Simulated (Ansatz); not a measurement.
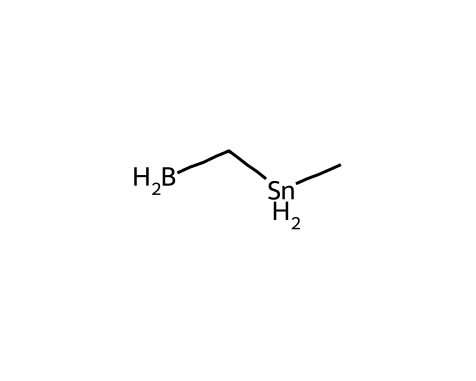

Skeletal drawing of a molecule.

Give its SMILES.

B[CH2][SnH2][CH3]

Give the formula, hydrogens included.

C2H9BSn.

An optimisation with PBE0-D4/def2-TZVP gave a structure of which point group?

C1. Other conformers may differ.

More results for the same structure follow; atom numbers are the same in all pictures, views and colours differ. Computed geometry: PBE0-D4/def2-TZVP optimisation. No frequency run is at hand to confirm it as a minimum.

## Geometry

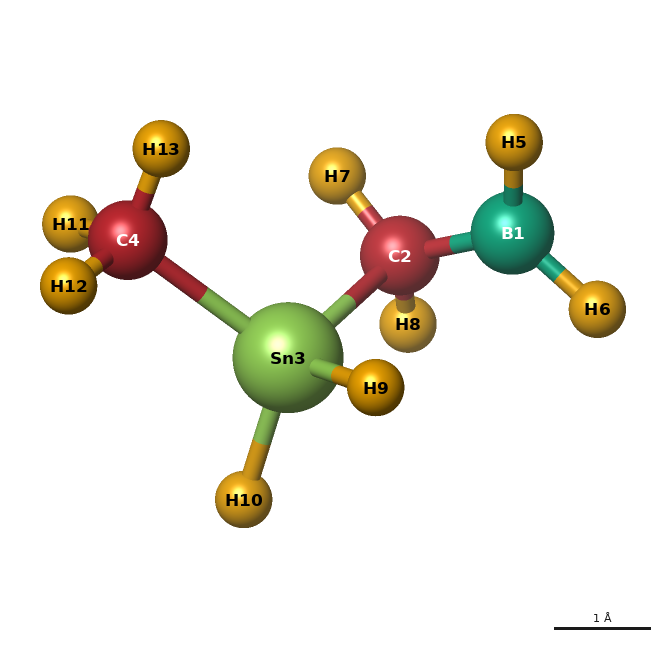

Atoms carry their numbers in the input. No frequency run is at hand to confirm it as a minimum.

Give the bond lengths.

```
   bond  length (Å)
  B1–C2       1.510
  B1–H5       1.201
  B1–H6       1.200
 C2–Sn3       2.213
  C2–H7       1.090
  C2–H8       1.089
 Sn3–C4       2.136
 Sn3–H9       1.710
Sn3–H10       1.709
 C4–H11       1.090
 C4–H12       1.090
 C4–H13       1.090
```

## Levels of theory compared

No frequency run is at hand to confirm it as a minimum. Program: Ansatz 0.2.0.

At this fixed geometry, give HOMO–LUMO gap (eV) at these levels: B3LYP-D4/def2-TZVPP; PBE-D4/def2-TZVPP; PBE0-D4/def2-TZVPP; r2SCAN-D4/def2-TZVPP; ωB97M-V/def2-TZVPP; ωB97X-V/def2-TZVPP.

| level | HOMO–LUMO gap (eV) |
| --- | --- |
| B3LYP-D4/def2-TZVPP | 6.88 |
| PBE-D4/def2-TZVPP | 5.31 |
| PBE0-D4/def2-TZVPP | 7.33 |
| r2SCAN-D4/def2-TZVPP | 5.86 |
| ωB97M-V/def2-TZVPP | 11.28 |
| ωB97X-V/def2-TZVPP | 11.64 |

## Dipole moment

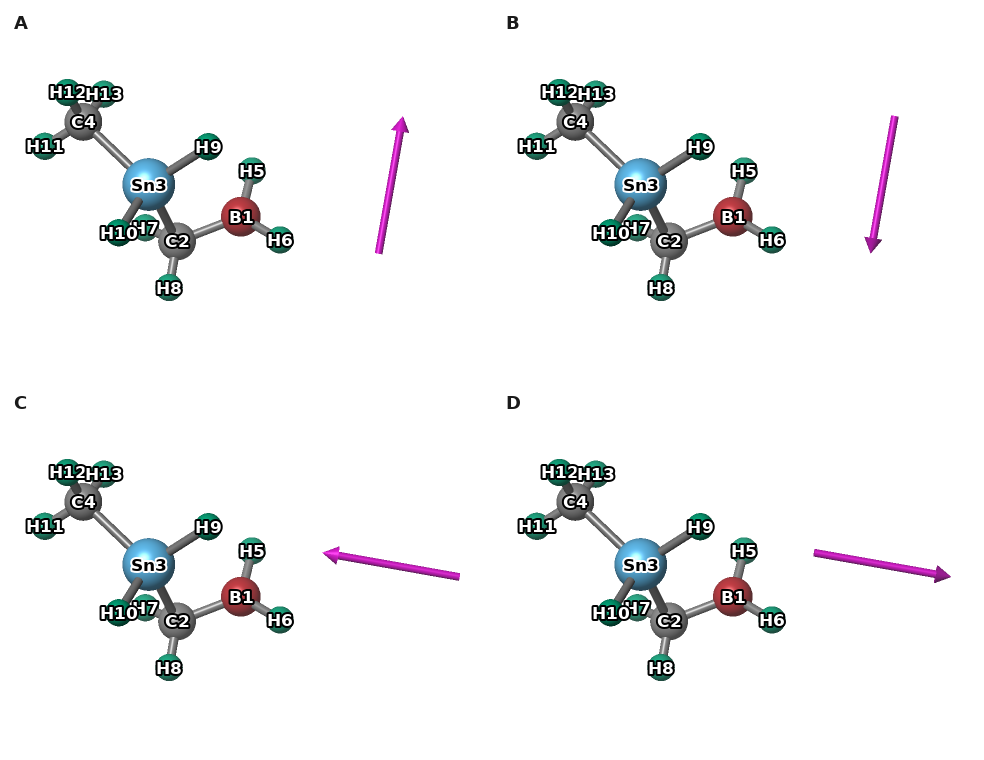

The same molecule four times, each with an arrow. No frequency run is at hand to confirm it as a minimum. Level of theory: RKS r2SCAN-D4/def2-TZVPP, core potentials on Sn (Ansatz 0.2.0).

Which arrow points along the dipole moment, from the negative to the positive end?

C. The dipole moment is 2.00 D; it points from the side of H6 to the side of H11 (the outermost atoms at the two ends).

## Charges

The questions are on Mulliken charges. No frequency run is at hand to confirm it as a minimum. Method: RKS PBE-D4/def2-TZVPP, core potentials on Sn (Ansatz 0.2.0).

Which atom carries the highest charge (most positive or least negative)?

Sn3 (0.67 e).

And the lowest?

C4 (−0.57 e).

Give the Mulliken charges atom by atom.

| atom | value (e) |
| --- | --- |
| B1 | −0.21 |
| C2 | −0.35 |
| Sn3 | 0.67 |
| C4 | −0.57 |
| H5 | 0.01 |
| H6 | 0.01 |
| H7 | 0.14 |
| H8 | 0.14 |
| H9 | −0.11 |
| H10 | −0.11 |
| H11 | 0.13 |
| H12 | 0.13 |
| H13 | 0.13 |

Mulliken values depend strongly on the basis set and can even reverse the polarity of a bond.
